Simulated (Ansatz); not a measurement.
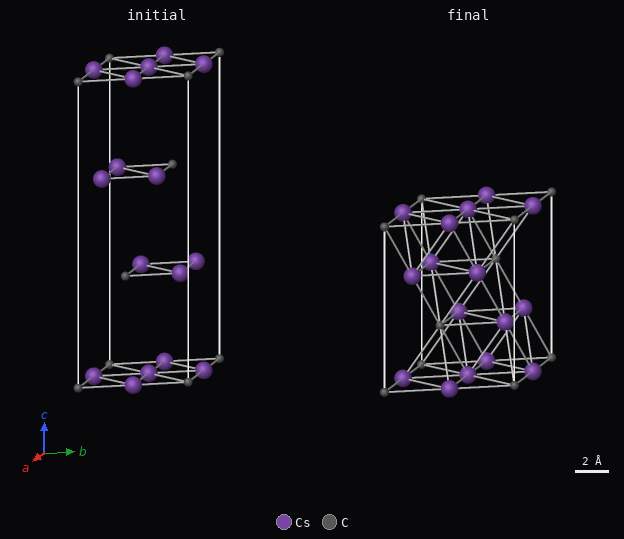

The structure of a crystal of Cs3C (a generated structure, set up in R-3m) (coarse preliminary run) before (left) and after (right) a relaxation, at one scale.

A ball-and-stick model of the conventional cell (3 times the calculation's cell), seen slightly off an axis. Lengths and directions refer to the drawn axes.

Theory: DFT PBE, scalar-relativistic, plane waves, PAW (Ansatz). Settings: plane-wave cutoff 420 eV; k-point mesh 3 × 3 × 3; occupations gaussian; smearing width 0.1 eV; collinear spin; cell and atoms relaxed; force threshold 0.04 eV/Å; at most 70 steps.

### What changed between the two?

No atom moves by more than 0.005 Å relative to the cell. Cell: a = b 7.028 → 8.307 Å (+18.2 %), c 19.467 → 10.523 Å (−45.9 %). Volume −24.5 %. Some distances before and after: C–Cs 6.799 → 4.249 Å, Cs–Cs 6.799 → 4.249 Å, C–Cs 3.514 → 4.154 Å, Cs–Cs 3.514 → 4.154 Å. New bonds form: Cs–Cs (6.80 → 4.25 Å). The space group stays R-3m (No. 166). The energy falls by 1.263 eV per cell of the calculation in 10 accepted moves (11 points after the start). All forces vanish by symmetry, so only the cell relaxes. The pressure goes from 1.14 to 0.17 GPa. At 1 point the geometry stayed and the basis and grid were re-selected for the new cell (energy shift of 36.4 meV per cell of the calculation at most each time).
